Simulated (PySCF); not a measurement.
**B2H6NP: geometry, spin-spin couplings**

Wanted: the spin-spin couplings of B2H6NP (`BPBN`), by calculation.

Programs: PySCF 2.14.0, with density-fitted response routines of our own. Each step states its level of theory. These are calculated values for one molecule in the gas phase, unless marked as measured. Atoms count from 0, in the outputs and in this text.

### 1 The molecule as given

10 atoms, charge 0, multiplicity 1; geometry from: GFN2-xTB. The atoms were then displaced at random by about 0.01 Å, so the start is not that level's minimum.

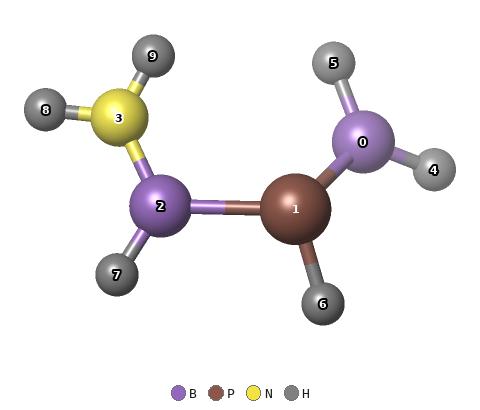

As it starts; boron purple, phosphorus brown, nitrogen yellow, hydrogen grey, atoms numbered; sticks join atoms by distance.

### 2 Optimising the geometry at PBE0-D3(BJ)/def2-SVP

Job settings and geometry (Å):

```
{"job": {"xc": "PBE0", "basis": "def2-SVP", "d3": "d3bj", "grid": 1, "shake": 0.01, "kind": "geom"}, "charge": 0, "multiplicity": 1}
B      1.873430    -0.146240    -0.126950
P      0.553730    -0.926480     0.842620
B     -1.184660    -0.291140     0.476470
N     -1.351780     1.076060     0.403660
H      2.759070    -0.741560    -0.547310
H      1.827780     1.051440    -0.254800
H      0.559190    -2.268100     0.548340
H     -2.046690    -1.025710     0.364960
H     -2.286650     1.498290     0.265890
H     -0.652970     1.752520     0.521120
```

The run is started by

```sh
$ OMP_NUM_THREADS=1 python probes_run.py task.json out
```

The driver reads the jobs from task.json and runs them one after another.

Standard output:

```text
step   0  E = -448.98587056  max force = 0.052232
step   1  E = -448.99146650  max force = 0.014602
step   2  E = -448.99318075  max force = 0.005483
step   3  E = -448.99363780  max force = 0.004648
step   4  E = -448.99378968  max force = 0.002547
step   5  E = -448.99394240  max force = 0.003079
step   6  E = -448.99404561  max force = 0.001262
step   7  E = -448.99412104  max force = 0.001283
step   8  E = -448.99416976  max force = 0.001003
step   9  E = -448.99420007  max force = 0.000453
step  10  E = -448.99420858  max force = 0.000159
optimisation converged
```

It took 29 s on 1 thread of Arm Neoverse V1, shared host; peak memory 0.39 GiB.

Step by step:

| step | energy from step 0 (eV) | largest force component (eV/Å) |
| --- | --- | --- |
| 0 | 0.0000 | 2.6859 |
| 1 | -0.1523 | 0.7509 |
| 2 | -0.1989 | 0.2819 |
| 3 | -0.2114 | 0.2390 |
| 4 | -0.2155 | 0.1310 |
| 5 | -0.2196 | 0.1583 |
| 6 | -0.2225 | 0.0649 |
| 7 | -0.2245 | 0.0660 |
| 8 | -0.2258 | 0.0516 |
| 9 | -0.2267 | 0.0233 |
| 10 | -0.2269 | 0.0082 |

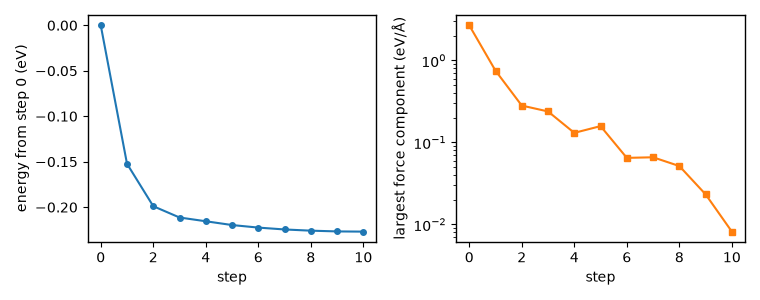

Energy and force, step by step.

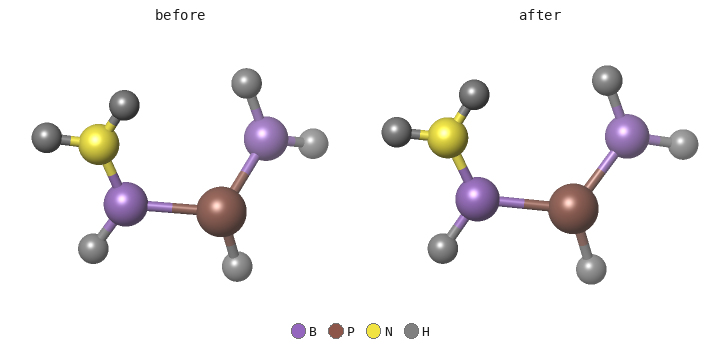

Before and after, at one scale.

Close pairs (by a distance rule), those that changed most:

| bond | before (Å) | after (Å) | change (Å) |
| --- | --- | --- | --- |
| B2–H7 | 1.138 | 1.208 | +0.070 |
| B0–H4 | 1.147 | 1.205 | +0.058 |
| P1–H6 | 1.374 | 1.411 | +0.037 |
| N3–H9 | 0.980 | 1.012 | +0.033 |
| N3–H8 | 1.035 | 1.011 | -0.024 |
| P1–B2 | 1.887 | 1.897 | +0.010 |
| B2–N3 | 1.379 | 1.389 | +0.009 |
| B0–P1 | 1.814 | 1.819 | +0.005 |

The end geometry stands in the next job.

| at the end point | value |
| --- | --- |
| point group (found at 0.08 Å tolerance) | C1 |
| rotational constants (GHz, main isotopes) | 11.881, 3.603, 2.809 |
| dipole moment (D) | 2.31 |

### 3 J couplings: B3LYP/cc-pVTZ

Job settings and geometry (Å):

```
{"job": {"kind": "j", "xc": "B3LYP", "basis": "cc-pVTZ"}, "charge": 0, "multiplicity": 1}
B      1.976754    -0.133141     0.051358
P      0.504966    -0.956729     0.732515
B     -1.230287    -0.255007     0.425469
N     -1.431454     1.102722     0.213959
H      2.997728    -0.748023    -0.128922
H      1.928867     1.063984    -0.113486
H      0.507979    -2.361870     0.609669
H     -2.168969    -1.013989     0.459807
H     -2.352741     1.497850     0.080466
H     -0.682499     1.782396     0.168846
```

Method: B3LYP/cc-pVTZ indirect spin-spin coupling, non-relativistic, gas phase.

Standard output:

```text
coarse grid: 8584 points
cycle   1  E = -449.4826512797  dE =  1.436e-01  |g| = 3.978e-01  |ddm| = 6.482e+00
cycle   2  E = -449.4576067651  dE =  2.504e-02  |g| = 5.310e-01  |ddm| = 1.531e+00
cycle   3  E = -449.5217101822  dE = -6.410e-02  |g| = 7.975e-02  |ddm| = 7.874e-01
cycle   4  E = -449.5233190580  dE = -1.609e-03  |g| = 2.300e-02  |ddm| = 1.647e-01
cycle   5  E = -449.5234601975  dE = -1.411e-04  |g| = 5.008e-03  |ddm| = 4.585e-02
cycle   6  E = -449.5234688408  dE = -8.643e-06  |g| = 1.198e-03  |ddm| = 9.969e-03
final grid: 77568 points
cycle   7  E = -449.5301175093  dE = -3.398e-05  |g| = 4.545e-03  |ddm| = 5.720e-02
cycle   8  E = -449.5301114001  dE =  6.109e-06  |g| = 6.992e-03  |ddm| = 1.490e-02
cycle   9  E = -449.5301217119  dE = -1.031e-05  |g| = 4.641e-04  |ddm| = 9.115e-03
cycle  10  E = -449.5301217591  dE = -4.717e-08  |g| = 1.878e-04  |ddm| = 1.062e-03
cycle  11  E = -449.5301217697  dE = -1.059e-08  |g| = 4.304e-05  |ddm| = 3.791e-04
cycle  12  E = -449.5301217701  dE = -4.841e-10  |g| = 1.902e-05  |ddm| = 1.109e-04
converged SCF energy = -449.5301217701

Indirect spin-spin couplings (Hz)
  i      j    bonds     total        FC       PSO       DSO        SD
  0 B    1 P    1     95.094   114.167   -21.053     0.102     1.877
  0 B    2 B    2      1.690     1.545     0.345    -0.096    -0.103
  0 B    3 N    3     -0.367    -0.315    -0.030     0.007    -0.029
  0 B    4 H    1    150.368   150.372    -0.967     0.425     0.537
  0 B    5 H    1    141.556   141.588    -0.976     0.469     0.474
  0 B    6 H    2      3.700     4.819    -0.489    -0.603    -0.027
  0 B    7 H    3      3.952     4.123     0.293    -0.465     0.002
  0 B    8 H    4     -0.522    -0.405     0.305    -0.421    -0.001
  0 B    9 H    4     -0.190    -0.123    -0.276     0.220    -0.011
  1 P    2 B    1    108.410   115.738    -8.926     0.196     1.403
  1 P    3 N    2     -7.383    -7.880     0.555     0.013    -0.071
  1 P    4 H    2      4.791     8.948    -3.595    -0.328    -0.234
  1 P    5 H    2     25.388    30.000    -3.959    -0.275    -0.378
  1 P    6 H    1    290.534   283.535     7.418     0.340    -0.760
  1 P    7 H    2     36.560    38.097    -1.253    -0.224    -0.060
  1 P    8 H    3     31.797    32.132     0.272    -0.736     0.130
  1 P    9 H    3     10.393    10.938    -0.352    -0.038    -0.155
  2 B    3 N    1    -36.358   -38.859     2.926    -0.069    -0.356
  2 B    4 H    3      5.333     5.483     0.235    -0.407     0.023
  2 B    5 H    3      0.507     0.620     0.025    -0.079    -0.060
  2 B    6 H    2      9.506    10.105    -0.224    -0.346    -0.030
  2 B    7 H    1    152.996   152.504    -0.795     0.830     0.456
  2 B    8 H    2      2.702     3.961    -0.175    -0.980    -0.103
  2 B    9 H    2     -0.752     0.444    -0.139    -0.966    -0.090
  3 N    6 H    3     -3.883    -4.047    -0.013     0.175     0.002
  3 N    7 H    2     -1.166    -1.595     0.336     0.109    -0.015
  3 N    8 H    1    -75.323   -71.998    -2.797    -0.215    -0.314
  3 N    9 H    1    -74.608   -71.360    -2.727    -0.232    -0.290
  4 H    5 H    2     -3.588    -3.266     1.577    -1.898         -
  4 H    6 H    3      3.240     3.460     0.182    -0.402         -
  4 H    7 H    4      0.985     1.412     0.695    -1.122         -
  4 H    8 H    5     -0.414    -0.127     0.912    -1.200         -
  5 H    6 H    3     15.674    16.957     1.021    -2.304         -
  5 H    7 H    4     -0.717    -0.375     0.730    -1.072         -
  5 H    9 H    5      0.262    -0.130    -1.554     1.946         -
  6 H    7 H    3      0.185     0.191     0.070    -0.076         -
  6 H    8 H    4      2.482     3.055     1.117    -1.690         -
  6 H    9 H    4     -0.902     0.047     0.941    -1.890         -
  7 H    8 H    3      7.444     7.570     0.559    -0.684         -
  7 H    9 H    3     12.324    12.989     2.433    -3.098         -
  8 H    9 H    2     -2.967    -3.465     6.042    -5.544         -
```

It took 26 s on 1 thread of Arm Neoverse V1, shared host; peak memory 0.8 GiB.

The basis is not made for couplings: without tight functions at the nuclei these values are rough.

A choice of the couplings up to four bonds, sorted by the number of bonds, with means over like pairs; isotopes 11B, 1H, 15N, 31P:

| pair | bonds | J (Hz) | Fermi contact (Hz) | dihedral (°) |
| --- | --- | --- | --- | --- |
| P1–H6 | 1 | 290.5 | 283.5 | – |
| B2–H7 | 1 | 153.0 | 152.5 | – |
| B0–H4 | 1 | 146.0 | 146.0 | – |
| P1–B2 | 1 | 108.4 | 115.7 | – |
| B0–P1 | 1 | 95.1 | 114.2 | – |
| N3–H8 | 1 | -75.0 | -71.7 | – |
| B2–N3 | 1 | -36.4 | -38.9 | – |
| P1–H7 | 2 | 36.6 | 38.1 | – |
| P1–H4 | 2 | 15.1 | 19.5 | – |
| B2–H6 | 2 | 9.5 | 10.1 | – |
| P1–N3 | 2 | -7.4 | -7.9 | – |
| B0–H6 | 2 | 3.7 | 4.8 | – |
| H4–H5 | 2 | -3.6 | -3.3 | – |
| H8–H9 | 2 | -3.0 | -3.5 | – |
| B0–B2 | 2 | 1.7 | 1.5 | – |
| N3–H7 | 2 | -1.2 | -1.6 | – |
| P1–H8 | 3 | 21.1 | 21.5 | – |
| H7–H8 | 3 | 9.9 | 10.3 | – |
| H4–H6 | 3 | 9.5 | 10.2 | – |
| B0–H7 | 3 | 4.0 | 4.1 | 154 |
| N3–H6 | 3 | -3.9 | -4.0 | -166 |
| B2–H4 | 3 | 2.9 | 3.1 | – |

Means hide unlike values in this fixed geometry: P1–H4 from 4.8 to 25.4 Hz; P1–H8 from 10.4 to 31.8 Hz; H4–H6 from 3.2 to 15.7 Hz. They hold only if the pairs exchange fast.

The spin-dipole term was solved for some atoms only; pairs without it lack that part.

Quadrupole couplings from the field gradients of the same density:

| atom | isotope | eQq/h (MHz) | η |
| --- | --- | --- | --- |
| B0 | 11B | 4.562 | 0.20 |
| B2 | 11B | 3.499 | 0.31 |
| N3 | 14N | -2.796 | 0.68 |

### 4 Spin-spin couplings: B3LYP/6-31G*

Settings changed since step 3:

```diff
@@ -1,2 +1,2 @@
-{"job": {"kind": "j", "xc": "B3LYP", "basis": "cc-pVTZ"}, "charge": 0, "multiplicity": 1}
+{"job": {"kind": "j", "xc": "B3LYP", "basis": "6-31G*"}, "charge": 0, "multiplicity": 1}
 B      1.976754    -0.133141     0.051358
```

Level: B3LYP/6-31G* indirect spin-spin coupling, non-relativistic, gas phase.

Standard output:

```text
coarse grid: 8584 points
cycle   1  E = -449.4442686995  dE =  1.567e-01  |g| = 3.784e-01  |ddm| = 2.757e+00
cycle   2  E = -449.4277157990  dE =  1.655e-02  |g| = 4.780e-01  |ddm| = 7.669e-01
cycle   3  E = -449.4816590977  dE = -5.394e-02  |g| = 7.783e-02  |ddm| = 4.544e-01
cycle   4  E = -449.4833071898  dE = -1.648e-03  |g| = 1.518e-02  |ddm| = 8.902e-02
cycle   5  E = -449.4833768501  dE = -6.966e-05  |g| = 3.894e-03  |ddm| = 2.453e-02
cycle   6  E = -449.4833824353  dE = -5.585e-06  |g| = 8.451e-04  |ddm| = 8.615e-03
final grid: 77568 points
cycle   7  E = -449.4436203932  dE = -6.256e-06  |g| = 4.746e-03  |ddm| = 1.182e-02
cycle   8  E = -449.4436132769  dE =  7.116e-06  |g| = 7.383e-03  |ddm| = 9.221e-03
cycle   9  E = -449.4436256095  dE = -1.233e-05  |g| = 3.592e-04  |ddm| = 5.515e-03
cycle  10  E = -449.4436256516  dE = -4.213e-08  |g| = 9.671e-05  |ddm| = 5.373e-04
cycle  11  E = -449.4436256541  dE = -2.488e-09  |g| = 3.569e-05  |ddm| = 1.491e-04
cycle  12  E = -449.4436256546  dE = -4.500e-10  |g| = 1.210e-05  |ddm| = 6.122e-05
converged SCF energy = -449.4436256546

Indirect spin-spin couplings (Hz)
  i      j    bonds     total        FC       PSO       DSO        SD
  0 B    1 P    1    114.712   131.508   -18.666     0.104     1.766
  0 B    2 B    2      2.071     1.997     0.262    -0.095    -0.093
  0 B    3 N    3     -0.503    -0.474    -0.013     0.007    -0.024
  0 B    4 H    1    162.601   162.848    -1.185     0.493     0.445
  0 B    5 H    1    155.584   155.846    -1.191     0.538     0.391
  0 B    6 H    2      2.596     3.734    -0.512    -0.592    -0.034
  0 B    7 H    3      4.096     4.358     0.201    -0.462    -0.001
  0 B    8 H    4     -0.712    -0.505     0.211    -0.417    -0.002
  0 B    9 H    4     -0.150    -0.132    -0.226     0.218    -0.010
  1 P    2 B    1    117.055   123.454    -7.862     0.199     1.264
  1 P    3 N    2     -5.812    -6.153     0.374     0.013    -0.046
  1 P    4 H    2     -2.669     1.419    -3.501    -0.316    -0.271
  1 P    5 H    2     16.457    20.790    -3.667    -0.264    -0.403
  1 P    6 H    1    349.744   343.640     4.945     0.427     0.732
  1 P    7 H    2     25.845    27.312    -1.221    -0.212    -0.034
  1 P    8 H    3     28.263    28.709     0.174    -0.729     0.109
  1 P    9 H    3     10.020    10.390    -0.174    -0.034    -0.162
  2 B    3 N    1    -35.055   -37.210     2.549    -0.069    -0.325
  2 B    4 H    3      5.322     5.549     0.155    -0.403     0.020
  2 B    5 H    3      0.272     0.399    -0.003    -0.075    -0.048
  2 B    6 H    2      9.592    10.211    -0.256    -0.332    -0.031
  2 B    7 H    1    163.437   163.144    -0.949     0.897     0.344
  2 B    8 H    2      1.891     3.326    -0.363    -0.960    -0.112
  2 B    9 H    2     -0.006     1.366    -0.326    -0.946    -0.100
  3 N    4 H    4      0.179     0.122    -0.033     0.085     0.006
  3 N    6 H    3     -3.497    -3.686     0.008     0.174     0.006
  3 N    7 H    2     -1.240    -1.694     0.348     0.106     0.001
  3 N    8 H    1    -82.644   -79.830    -2.282    -0.266    -0.266
  3 N    9 H    1    -82.764   -80.002    -2.224    -0.281    -0.256
  4 H    5 H    2     -5.104    -4.088     0.789    -1.806         -
  4 H    6 H    3      3.534     3.951    -0.042    -0.374         -
  4 H    7 H    4      0.758     1.415     0.452    -1.108         -
  4 H    8 H    5     -0.661    -0.094     0.617    -1.184         -
  4 H    9 H    5     -0.157     0.166     0.145    -0.468         -
  5 H    6 H    3     15.101    16.835     0.534    -2.268         -
  5 H    7 H    4     -0.962    -0.379     0.474    -1.056         -
  5 H    8 H    5     -0.281     0.085     0.626    -0.992         -
  5 H    9 H    5      0.838    -0.041    -1.038     1.917         -
  6 H    7 H    3      0.708     0.821    -0.065    -0.049         -
  6 H    8 H    4      2.191     3.130     0.728    -1.667         -
  6 H    9 H    4     -1.300     0.015     0.552    -1.866         -
  7 H    8 H    3      6.796     7.301     0.136    -0.641         -
  7 H    9 H    3     12.144    13.562     1.629    -3.047         -
  8 H    9 H    2     -3.020    -1.738     4.065    -5.346         -
```

Wall time 6.7 s (1 thread of Arm Neoverse V1, shared host); peak memory 0.47 GiB.

The basis is not made for couplings: without tight functions at the nuclei these values are rough.

Key values: J(P1,H6) 349.7 Hz, J(B2,H7) 163.4 Hz, J(B0,H4) 159.1 Hz (means over like pairs).

### 5 Run by run: spin-spin couplings

Couplings (Hz), each a mean over the pairs like the one named, with basis size and wall time:

| run | P1–H6 | B2–H7 | B0–H4 | P1–B2 | B0–P1 | N3–H8 | B2–N3 | functions | time |
| --- | --- | --- | --- | --- | --- | --- | --- | --- | --- |
| B3LYP/cc-pVTZ | 290.5 | 153.0 | 146.0 | 108.4 | 95.1 | -75.0 | -36.4 | 208 | 26 s |
| B3LYP/6-31G* | 349.7 | 163.4 | 159.1 | 117.1 | 114.7 | -82.7 | -35.1 | 72 | 6.7 s |

### 6 What came out

| quantity | value |
| --- | --- |
| point group | C1 |
| rotational constants (main isotopes) | 11.88, 3.60, 2.81 GHz |
| largest coupling of the table (B3LYP/cc-pVTZ) | 1J(P,H) P1–H6, 290.5 Hz |
| range of J(P1,H6), mean over like pairs | 290.5 to 349.7 Hz |

**Reading.** The start of the PBE0/def2-SVP relaxation was shaken at random by about 0.01 Å, so part of the energy gained, and of the first lengths quoted, undoes that. Over 10 steps the energy fell by 0.227 eV; of the close pairs, B2–H7 changed most, 1.138 to 1.208 Å. No frequency check was run at this level, so the end point may be a saddle. In the run at B3LYP/cc-pVTZ, the largest coupling of the table is P1–H6, 290.5 Hz, of which the Fermi-contact term gives 283.5 Hz. Couplings across rotatable bonds belong to this one conformer; where others are populated, the observed values are averages. The coupling P1–H6, as a mean over pairs of its kind, runs from 290.5 Hz (B3LYP/cc-pVTZ) to 349.7 Hz (B3LYP/6-31G*). Couplings from bases without tight functions are rough.
